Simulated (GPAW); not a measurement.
## Quasiparticle gap of F (C2/c) in GPAW

Aim: the G0W0 gap of F (C2/c) on LDA, step by step.

Method: LDA and many-body steps on it, plane waves, in GPAW 26.7.0.

## (1) The structure

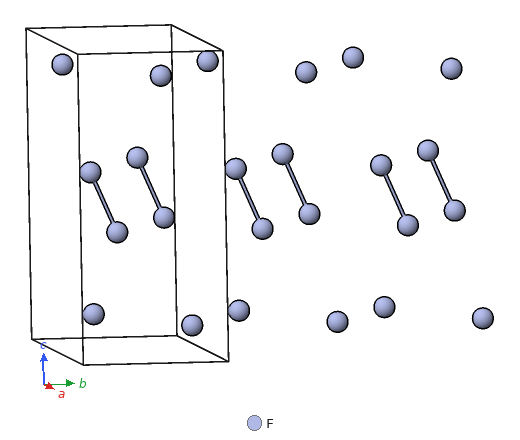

The cell as given, slightly off an axis (fluorine light blue). 1×3×1 cells are drawn. This picture shows the conventional cell, with its axes. Bonds to atoms that aren't drawn are left out.

The cell and positions are those that the Materials Project relaxed with its own functionals (PBE, PBE+U or r2SCAN), kept fixed.

## (2) Ground state

This step: GPAW 26.7.0; DFT, LDA, plane waves, PAW.

The ground-state density comes first.

Input file run.py:

```python
import json
import numpy as np
from gpaw.mpi import world
from ase import Atoms
from gpaw import GPAW, PW, FermiDirac

atoms = Atoms(['F', 'F', 'F', 'F'],
    cell=[[2.5563224246, -1.5840272486, 0.0000000000],
      [2.5563224246, 1.5840272486, 0.0000000000],
      [-0.5621106040, 0.0000000000, 6.5977088989]],
    scaled_positions=[[0.5958328800, 0.9153359700, 0.5979555000],
      [0.0846640300, 0.4041671200, 0.9020445000],
      [0.4041671200, 0.0846640300, 0.4020445000],
      [0.9153359700, 0.5958328800, 0.0979555000]],
    pbc=(True, True, True))
calc = GPAW(mode=PW(600),
    xc='LDA',
    kpts={'size': (8, 8, 4), 'gamma': True},
    occupations=FermiDirac(0.001),
    nbands=-8,
    convergence={'density': 1e-6, 'bands': -3},
    maxiter=100,
    txt='gs.txt')
atoms.calc = calc
res = {'energy': atoms.get_potential_energy()}
kpts = calc.get_ibz_k_points()
res['kpts'] = kpts
res['eigenvalues'] = [calc.get_eigenvalues(kpt=k) for k in range(len(kpts))]
res['n_electrons'] = calc.get_number_of_electrons()
calc.write('gs.gpw')

if world.rank == 0:
    with open('result.json', 'w') as f:
        json.dump(res, f, default=lambda x: x.tolist())
```

Started as:

```
> mpirun -n 4 gpaw python run.py
```

Log:

```text
__  _  _
 | _ |_)|_||  |
 |__||  | ||/\| - 26.7.0

Input parameters:
  mode=PW(ecut=600.0),
  convergence={'density': 1e-06, 'bands': -3},
  kpts=MonkhorstPack(size=(8, 8, 4), gamma=True),
  maxiter=100,
  nbands=-8,
  occupations=Occupations(name='fermi-dirac', width=0.001, fixmagmom=False),
  xc=XC(name='LDA')
  [... matrices ...]
Diagonalizing LCAO Hamiltonian
Converting LCAO to pw mode

        F

              F

        F

              F

Atoms  # Å, Bohr magnetons
|   | symbol |        x |         y |        z |    initial magnetic moments |
| 0 |      F | 3.526918 |  0.506102 | 3.945136 | ( 0.0000,  0.0000,  0.0000) |
| 1 |      F | 0.742561 |  0.506102 | 5.951427 | ( 0.0000,  0.0000,  0.0000) |
| 2 |      F | 1.023617 | -0.506102 | 2.652573 | ( 0.0000,  0.0000,  0.0000) |
| 3 |      F | 3.807973 | -0.506102 | 0.646282 | ( 0.0000,  0.0000,  0.0000) |

Unit cell  # Å
| periodic |         x |         y |        z |  lengths |    angles |
|      yes |  2.556322 | -1.584027 | 0.000000 | 3.007312 | 94.138048 |
|      yes |  2.556322 |  1.584027 | 0.000000 | 3.007312 | 94.138048 |
|      yes | -0.562111 |  0.000000 | 6.597709 | 6.621611 | 63.568917 |

Number of symmetries: 2
Symmetry operations  # r_c * U_cc + t_c -> r_c
|   | kind |            matrix            |
| 0 |  E   |  1, 0, 0,  0, 1, 0,  0, 0, 1 |
| 1 |  i   | -1, 0, 0,  0,-1, 0,  0, 0,-1 |

BZ-sampling:
  Number of BZ points: 256
  Number of IBZ points: 132

  Monkhorst-Pack size: [8, 8, 4]
  Monkhorst-Pack shift: [0.0625, 0.0625, 0.125]

K-points  # in reciprocal-cell coordinates
|     |                                coordinates |     weight |
|   0 | (  0.00000000,   0.00000000,   0.00000000) | 0.00390625 |
|   1 | (  0.00000000,   0.00000000,   0.25000000) | 0.00781250 |
|   2 | (  0.00000000,   0.00000000,   0.50000000) | 0.00390625 |
|   3 | (  0.00000000,   0.12500000,  -0.25000000) | 0.00781250 |
|   4 | (  0.00000000,   0.12500000,   0.00000000) | 0.00781250 |
|   5 | (  0.00000000,   0.12500000,   0.25000000) | 0.00781250 |
|   6 | (  0.00000000,   0.12500000,   0.50000000) | 0.00781250 |
|   7 | (  0.00000000,   0.25000000,  -0.25000000) | 0.00781250 |
|   8 | (  0.00000000,   0.25000000,   0.00000000) | 0.00781250 |
|   9 | (  0.00000000,   0.25000000,   0.25000000) | 0.00781250 |
| ... |                                            |            |
| 131 | (  0.50000000,   0.50000000,   0.50000000) | 0.00390625 |

Plane wave coefficients: 1810
Cutoff: 600.0 eV

Spin-components: 1 (collinear spins)
Bands:           22
Projectors:      20
Spin-degeneracy: 2
Datatype:        complex128

  Storage: CPU
  Wave functions: 82_380_672 bytes (20_595_168 per core)
  Projectors: 67_402_368 bytes (16_850_592 per core)
  [... matrices ...]
Parallelization:
  kpt:    4
  domain: 1
  band:   1

Density:
  Valence electrons: 28.0
  Components: 1
  Grid points: [18 18 40]
  Charge: 0.0  # |e|

Potential:
  Grid points: [18 18 40]

species:
  F:
    name:    Fluorine
    Z:       9.0
    valence: 7
    core:    2
    charge:  0.0  # [|e|]
    compensation charges:
      type: gauss
      rc: 0.20  # [Å]
      lmax: 2
    cutoffs:
      filter: 1.14  # [Å]
      core: 0.74  # [Å]
    projectors
    | kind |    occ | energy [eV] | rcut [Å] |
    |   2s |  2.000 |     -29.647 |    0.635 |
    |   2p |  5.000 |     -11.293 |    0.635 |
    |    s |        |      -2.435 |    0.635 |
    |    p |        |      15.918 |    0.635 |
    |    d |        |       0.000 |    0.635 |

    Using partial waves for F as LCAO basis

Reference energy: -10795.835169  # eV

eigensolver:
  PPCG
  Converge bands: -3
  niter=2

density mixing:
  MSR1-Mixer
  Pratt-step length: 0.05
  Maximum mixing coefficient: 0.75
  Old densities: 10
  SVD Regularization: 0.005
  Good broyden scale: 1.0
  Trust region scale: 1.0
  Backstep threshold: 4.0
  History deletion threshold: 6.0
  Fourier metric: weight=20.0, sigma=0.015

occupation numbers:
  Fermi-Dirac:
    width: 0.0010  # eV

poisson solver:
  ecut: 4800.0  # eV

xc functional:
  name: None

Initialization done in: 1.117 s

convergence criteria:
- Maximum integral of absolute [dens]ity change: 1e-06 electrons / valence electron
- Maximum [total energy] change in last 3 cyles: 0.0005 eV / valence electron
- Maximum integral of absolute [eigenst]ate change: 4e-08 eV^2 / valence electron
maximum number of iterations: 100

SCF iterations
|iter     |     time |      energy | eigst |  dens |
|iter:   1|  |  -10.248523 | +2.21 |       |
|iter:   2|  |  -10.044845 | +0.84 | -1.01 |
|iter:   3|  |   -8.597542 | -0.36 | -1.04 |
|iter:   4|  |   -8.525186 | -1.47 | -1.64 |
|iter:   5|  |   -8.524802 | -2.61 | -2.64 |
|iter:   6|  |   -8.524802c| -4.13 | -3.11 |
|iter:   7|  |   -8.524800c| -5.02 | -3.54 |
|iter:   8|  |   -8.524800c| -5.91 | -4.79 |
|iter:   9|  |   -8.524800c| -7.11 | -5.15 |
|iter:  10|  |   -8.524800c| -8.33c| -5.43 |
|iter:  11|  |   -8.524800c| -9.28c| -6.47c|

Converged in 11 steps
SCF loop duration: 17.660 s (1.605 s/step)
Energy contributions relative to reference atoms: (reference = -10795.835169)
  [... matrices ...]
Energy contributions:
  Kinetic:          13.604137
  Coulomb:         -12.909574
  Zero:              0.897773
  External:          0.000000
  Xc:              -10.117137
  Entropy:          -0.000000
  Spinorbit:         0.000000
  ----------------------------
  Free energy:      -8.524800
  Extrapolated:     -8.524800

dipole moment: (0.000002, 0.000000, 0.000003)  # |e|*Ang

Fermi level: -1.947
Eigenvalues  # (at kpt = [0.000, 0.000, 0.000])
| band index |      eig [eV] | occ [0-2] |
|          0 |       -28.589 |     2.000 |
|        ... |               |           |
|          6 |        -7.032 |     2.000 |
|          7 |        -6.950 |     2.000 |
|          8 |        -6.842 |     2.000 |
|          9 |        -6.791 |     2.000 |
|         10 |        -4.203 |     2.000 |
|         11 |        -3.873 |     2.000 |
|         12 |        -3.744 |     2.000 |
|         13 |        -3.685 |     2.000 |
|         14 |        -1.169 |     0.000 |
|         15 |        -0.023 |     0.000 |
|         16 |         5.671 |     0.000 |
|         17 |         8.078 |     0.000 |
|         18 |         9.379 |     0.000 |
|         19 |        15.339 |     0.000 |
|         20 |        16.836 |     0.000 |
|         21 |        18.711 |     0.000 |

Gap: 2.516 eV
Transition (v -> c):
  (s=0, k=0, n=13, [0.00, 0.00, 0.00]) -> (s=0, k=0, n=14, [0.00, 0.00, 0.00])
No difference between direct/indirect transitions
# Writing to gs.gpw (mode='')
  [... matrices ...]
```

Wall time 20 s (4 MPI ranks of Arm Neoverse V2, shared host); peak memory 0.74 GiB; 81 s of CPU time.

Numbers from this step:

* total energy: -8.525 eV
* gap: 2.516 eV
* k of the valence top: 0, 0, 0
* k of the conduction bottom: 0, 0, 0
* least direct gap: 2.516 eV

The gap is direct, at Γ.

## (3) Bands along the symmetry lines

The cheap functional maps the bands first; the places of the edges decide which points the dearer methods must see.

Input file run.py:

```python
import json
import numpy as np
from gpaw.mpi import world
from gpaw import GPAW

path = [[0.000000, 0.000000, 0.000000],
    [-0.043336, 0.043336, 0.000000],
    [-0.086672, 0.086672, 0.000000],
    [-0.130008, 0.130008, 0.000000],
    [-0.173344, 0.173344, 0.000000],
    [-0.216680, 0.216680, 0.000000],
    [-0.260016, 0.260016, 0.000000],
    [-0.303352, 0.303352, 0.000000],
    [-0.346689, 0.346689, -0.000000],
    [-0.653311, -0.346689, 0.000000],
    [-0.634148, -0.365852, 0.000000],
    [-0.614984, -0.385016, 0.000000],
    [-0.595820, -0.404180, 0.000000],
    [-0.576656, -0.423344, 0.000000],
    [-0.557492, -0.442508, 0.000000],
    [-0.538328, -0.461672, 0.000000],
    [-0.519164, -0.480836, 0.000000],
    [-0.500000, -0.500000, 0.000000],
    [-0.437500, -0.437500, 0.000000],
    [-0.375000, -0.375000, 0.000000],
    [-0.312500, -0.312500, 0.000000],
    [-0.250000, -0.250000, 0.000000],
    [-0.187500, -0.187500, 0.000000],
    [-0.125000, -0.125000, 0.000000],
    [-0.062500, -0.062500, 0.000000],
    [0.000000, 0.000000, 0.000000],
    [-0.062500, -0.062500, 0.062500],
    [-0.125000, -0.125000, 0.125000],
    [-0.187500, -0.187500, 0.187500],
    [-0.250000, -0.250000, 0.250000],
    [-0.312500, -0.312500, 0.312500],
    [-0.375000, -0.375000, 0.375000],
    [-0.437500, -0.437500, 0.437500],
    [-0.500000, -0.500000, 0.500000],
    [-0.519956, -0.480044, 0.500000],
    [-0.539912, -0.460088, 0.500000],
    [-0.559868, -0.440132, 0.500000],
    [-0.579824, -0.420176, 0.500000],
    [-0.599781, -0.400219, 0.500000],
    [-0.619737, -0.380263, 0.500000],
    [-0.639693, -0.360307, 0.500000],
    [-0.659649, -0.340351, 0.500000],
    [-0.340351, 0.340351, 0.500000],
    [-0.297807, 0.297807, 0.500000],
    [-0.255263, 0.255263, 0.500000],
    [-0.212719, 0.212719, 0.500000],
    [-0.170176, 0.170176, 0.500000],
    [-0.127632, 0.127632, 0.500000],
    [-0.085088, 0.085088, 0.500000],
    [-0.042544, 0.042544, 0.500000],
    [0.000000, 0.000000, 0.500000],
    [0.000000, 0.000000, 0.437500],
    [0.000000, 0.000000, 0.375000],
    [0.000000, 0.000000, 0.312500],
    [0.000000, 0.000000, 0.250000],
    [0.000000, 0.000000, 0.187500],
    [0.000000, 0.000000, 0.125000],
    [0.000000, 0.000000, 0.062500],
    [0.000000, 0.000000, 0.000000],
    [-0.500000, 0.000000, 0.500000],
    [-0.437500, 0.000000, 0.437500],
    [-0.375000, 0.000000, 0.375000],
    [-0.312500, 0.000000, 0.312500],
    [-0.250000, 0.000000, 0.250000],
    [-0.187500, 0.000000, 0.187500],
    [-0.125000, 0.000000, 0.125000],
    [-0.062500, 0.000000, 0.062500],
    [0.000000, 0.000000, 0.000000],
    [-0.062500, 0.000000, 0.000000],
    [-0.125000, 0.000000, 0.000000],
    [-0.187500, 0.000000, 0.000000],
    [-0.250000, 0.000000, 0.000000],
    [-0.312500, 0.000000, 0.000000],
    [-0.375000, 0.000000, 0.000000],
    [-0.437500, 0.000000, 0.000000],
    [-0.500000, 0.000000, 0.000000]]
calc = GPAW('gs.gpw').fixed_density(kpts=path,
    symmetry='off',
    nbands=24,
    convergence={'bands': 20},
    txt='bands.txt')
res = {}
kpts = calc.get_ibz_k_points()
res['kpts'] = kpts
res['eigenvalues'] = [calc.get_eigenvalues(kpt=k) for k in range(len(kpts))]
res['n_electrons'] = calc.get_number_of_electrons()

if world.rank == 0:
    with open('result.json', 'w') as f:
        json.dump(res, f, default=lambda x: x.tolist())
```

Started as:

```
> mpirun -n 4 gpaw python run.py
```

Log:

```text
Diagonalizing LCAO Hamiltonian
Converting LCAO to pw mode
convergence criteria:
- Maximum integral of absolute [eigenst]ate change: 4e-08 eV^2 / valence electron
maximum number of iterations: 100

SCF iterations
|iter     |     time |      energy | eigst |  dens |
|iter:   1|  |             | +2.43 |       |
|iter:   2|  |             | +0.90 |       |
|iter:   3|  |             | -0.42 |       |
|iter:   4|  |             | -2.10 |       |
|iter:   5|  |             | -3.66 |       |
|iter:   6|  |             | -5.04 |       |
|iter:   7|  |             | -6.38 |       |
|iter:   8|  |             | -7.59c|       |
SCF steps: 8
  __  _  _
 | _ |_)|_||  |
 |__||  | ||/\| - 26.7.0

Input parameters:
  mode=PW(ecut=600.0),
  convergence={'bands': 20},
  gpts=array([18, 18, 40]),
  kpts=KPoints(kpts=array([[ 0.      ,  0.      ,  0.      ],
         [-0.043336,  0.043336,  0.      ],
         [-0.086672,  0.086672,  0.      ],
         [-0.130008,  0.130008,  0.      ],
[...]
[-0.21668 ,  0.21668 ,  0.      ],
[...]
[-0.59582 , -0.40418 ,  0.      ],
[...]
[-0.5     , -0.5     ,  0.      ],
[...]
[ 0.      ,  0.      ,  0.      ],
[...]
[-0.085088,  0.085088,  0.5     ],
         [-0.042544,  0.042544,  0.5     ],
         [ 0.      ,  0.      ,  0.5     ],
         [ 0.      ,  0.      ,  0.4375  ],
[...]
[ 0.      ,  0.      ,  0.      ],
[...]
[ 0.      ,  0.      ,  0.      ],
[...]
[-0.375   ,  0.      ,  0.      ],
         [-0.4375  ,  0.      ,  0.      ],
         [-0.5     ,  0.      ,  0.      ]])),
  maxiter=100,
  nbands=24,
  occupations=Occupations(name='fermi-dirac', width=0.001, fixmagmom=False),
  parallel={},
  symmetry=Symmetry(point_group=False, time_reversal=False),
  xc=XC(name='LDA')
  [... matrices ...]
timing:  # [seconds]
  Total: 0.025  # ━━━━━━━━━━━━━━━━━━━━━━━━━━━━━━━━━━━━━━━━━━━━━━━━━━━━━━━━━━━
```

The job ended after 11 s (4 MPI ranks; peak memory 0.74 GiB).

Numbers from this step:

* gap: 2.516 eV
* k of the valence top: 0, 0, 0
* k of the conduction bottom: 0, 0, 0
* least direct gap: 2.516 eV

The gap is 2.516 eV, as in the run before at this level.

The electronic bands at the labelled points (eV, zero at the top of the highest filled band):

| point | band 11 | band 12 | band 13 | band 14 | band 15 | band 16 | band 17 | band 18 |
| --- | --- | --- | --- | --- | --- | --- | --- | --- |
| Γ | -0.52 | -0.19 | -0.06 | 0.00 | 2.52 | 3.66 | 9.36 | 11.76 |
| C | -0.80 | -0.59 | -0.33 | -0.19 | 3.05 | 3.41 | 14.70 | 15.42 |
| jump to C2 | -0.80 | -0.59 | -0.33 | -0.19 | 3.05 | 3.41 | 14.70 | 15.42 |
| Y2 | -1.04 | -0.68 | -0.32 | -0.18 | 2.83 | 3.57 | 14.31 | 15.14 |
| Γ | -0.52 | -0.19 | -0.06 | 0.00 | 2.52 | 3.66 | 9.36 | 11.76 |
| M2 | -0.64 | -0.64 | -0.47 | -0.47 | 3.20 | 3.20 | 14.67 | 14.67 |
| D | -0.50 | -0.50 | -0.35 | -0.35 | 3.20 | 3.20 | 15.21 | 15.21 |
| jump to D2 | -0.50 | -0.50 | -0.35 | -0.35 | 3.20 | 3.20 | 15.21 | 15.21 |
| A | -0.39 | -0.39 | -0.03 | -0.03 | 3.08 | 3.08 | 10.26 | 10.26 |
| Γ | -0.52 | -0.19 | -0.06 | 0.00 | 2.52 | 3.66 | 9.36 | 11.76 |
| jump to L2 | -0.57 | -0.51 | -0.17 | -0.05 | 3.14 | 3.20 | 14.40 | 14.58 |
| Γ | -0.52 | -0.19 | -0.06 | 0.00 | 2.52 | 3.66 | 9.36 | 11.76 |
| V2 | -0.67 | -0.61 | -0.18 | -0.14 | 3.23 | 3.25 | 14.17 | 14.22 |

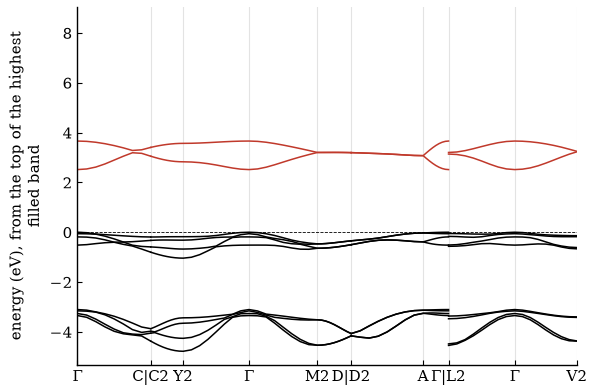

Electronic bands along the path; lines of filled and empty bands in two colours.

## (4) Empty states on the mesh, 4×4×2 mesh, 52 bands

The sums over transitions need many empty states on a uniform mesh; this step solves for them.

Input file run.py:

```python
import json
import numpy as np
from gpaw.mpi import world
from gpaw import GPAW

calc = GPAW('gs.gpw').fixed_density(kpts={'size': (4, 4, 2), 'gamma': True},
    nbands=60,
    convergence={'bands': 52},
    txt='nscf.txt')
calc.write('full.gpw', mode='all')
res = {}
kpts = calc.get_ibz_k_points()
res['kpts'] = kpts
res['eigenvalues'] = [calc.get_eigenvalues(kpt=k) for k in range(len(kpts))]
res['n_electrons'] = calc.get_number_of_electrons()

if world.rank == 0:
    with open('result.json', 'w') as f:
        json.dump(res, f, default=lambda x: x.tolist())
```

Started as:

```
> mpirun -n 4 gpaw python run.py
```

Log:

```text
Diagonalizing LCAO Hamiltonian
Converting LCAO to pw mode
convergence criteria:
- Maximum integral of absolute [eigenst]ate change: 4e-08 eV^2 / valence electron
maximum number of iterations: 100

SCF iterations
|iter     |     time |      energy | eigst |  dens |
|iter:   1|  |             | +3.73 |       |
|iter:   2|  |             | +2.47 |       |
|iter:   3|  |             | +1.35 |       |
[...]
|iter:  10|  |             | -6.55 |       |
|iter:  11|  |             | -7.22 |       |
|iter:  12|  |             | -7.70c|       |
SCF steps: 12
  __  _  _
 | _ |_)|_||  |
 |__||  | ||/\| - 26.7.0

Input parameters:
  mode=PW(ecut=600.0),
  convergence={'bands': 52},
  gpts=array([18, 18, 40]),
  kpts=MonkhorstPack(size=(4, 4, 2), gamma=True),
  maxiter=100,
  nbands=60,
  occupations=Occupations(name='fermi-dirac', width=0.001, fixmagmom=False),
  parallel={},
  xc=XC(name='LDA')
# Writing to full.gpw (mode='all')
  [... matrices ...]

timing:  # [seconds]
  Total: 0.033  # ━━━━━━━━━━━━━━━━━━━━━━━━━━━━━━━━━━━━━━━━━━━━━━━━━━━━━━━━━━━
```

Wall time 12 s (4 MPI ranks); peak memory 0.72 GiB; 46 s of CPU time.

Numbers from this step:

```
gap                                                           : 2.516 eV
k of the valence top                                          : 0, 0, 0
k of the conduction bottom                                    : 0, 0, 0
least direct gap                                              : 2.516 eV
k points computed                                             : 20
lowest point of the top converged band, above the valence top : 46.16 eV
```

On this mesh the gap is 2.516 eV.

[end of part 1 of 2]

[Paths, hosts, dates, memory and timing lines, banners, echoed tables and standing remarks are left out of the program output.]

[Logs are printed without paths, hosts, clocks, repeated set-up lines and the standing remarks that a program may print on its own settings, such as how far it seeks lower states.]

[Runs of the session that timed out or met a known fault of the program may be left out.]

[Hosts, paths, dates, database ids (printed as entryN), source tags and the programs' standing remarks are cut or masked in the printed files.]
